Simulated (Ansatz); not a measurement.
Partial pair distribution functions of a relaxed model of amorphous Al$_{28}$O$_{44}$Si, broadened by 0.06 Å; density 3.06 g/cm³. Computed with PBE, scalar-relativistic without spin-orbit coupling (plane waves to 420 eV, PAW; Ansatz, a program for electronic structure).

Preparation: random packing, a CHGNet melt and quench, and a DFT relaxation. O atoms were pushed apart under 1.9 Å during the dynamics, to hinder bonds among them. The hot cell started wider than the set density and was brought back towards it in steps. It is the lowest in DFT energy of 2 quenches. It is a model cell: composition and starting density were chosen by hand, and all elements were melted together. No dispersion term was used. Its density started from a set value of 3.06 and ended at 3.06 g/cm³. The simulated quench (nominally 340 K/ps over its main leg) is rapid and tends to freeze in more defects than a deposited or slowly cooled glass has. A cell of this size samples the disorder only roughly. The volume was held where the preparation left it and the shape relaxed, at a PBE pressure of 1.3 GPa. Stress components on the final sampling reach 1.3 GPa.

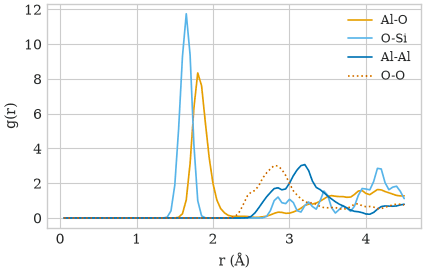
Fig. 1. Partial pair distribution functions

Highest peaks under 4.5 Å: Al-O near 1.80 Å, O-Si near 1.65 Å, Al-Al near 3.20 Å, O-O near 2.80 Å; pairs of few atoms are noisy.

Within 2.48 Å each Al has 4.71 O neighbours on average.
